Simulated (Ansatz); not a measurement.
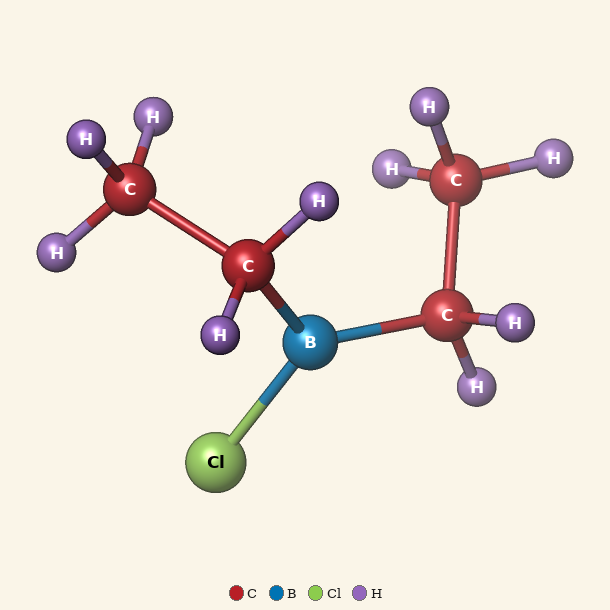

Orthographic view. Depth is shown by fading: the farther an atom, the more it takes the colour of the background. The geometry was computed by an optimisation with PBE-D4/def2-SVP. No frequency run is at hand to confirm it as a minimum.

> Give the standard InChI.

InChI=1S/C4H10BCl/c1-3-5(6)4-2/h3-4H2,1-2H3
